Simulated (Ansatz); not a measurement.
# Direct or indirect: CuI (F-43m)

```
I Cu
1.0
     0.00000    3.03150    3.03150
     3.03150    0.00000    3.03150
     3.03150    3.03150    0.00000
I Cu
1 1
Cartesian
  0.0000 0.0000 0.0000
  4.5473 4.5473 4.5473
```

Method: Ansatz, PBE, independent particles, without spin-orbit coupling, line width 0.15 eV (Gaussian). The band structure gives a fundamental gap of 1.12 eV. The spectrum of vertical transitions near the edge:

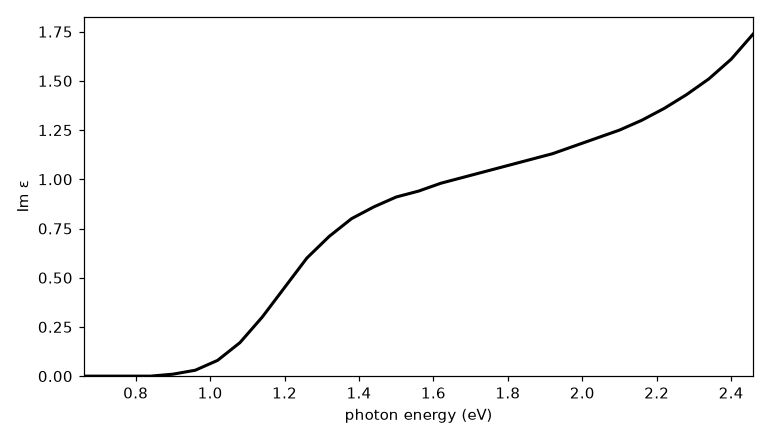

(1) Is the gap direct or indirect, and about where do vertical transitions set in?

Results:

(1) Direct: the band path has its least direct gap at the fundamental one, 1.12 eV, and the curves rise from there. Lines are broadened by 0.15 eV, which spreads the edge.

[Logs are printed without paths, hosts, clocks, repeated set-up lines and the standing remarks that a program may print on its own settings, such as how far it seeks lower states.]
